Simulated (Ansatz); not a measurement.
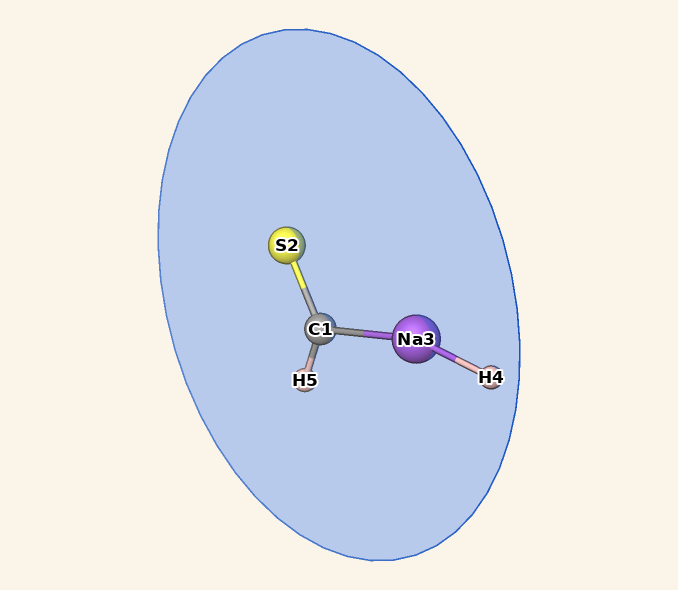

A disc through the centre of mass is drawn in. Depth is shown by fading: the farther an atom, the more it takes the colour of the background. Charge 0, doublet. The computed structure is the end point of a PBE0-D4/def2-TZVP optimisation. No frequency run is at hand to confirm it as a minimum.

> Is the plane of the disc a mirror plane of the structure?

Yes. The reflection leaves C1, S2, Na3, H4, H5 in place. The point group is Cs.
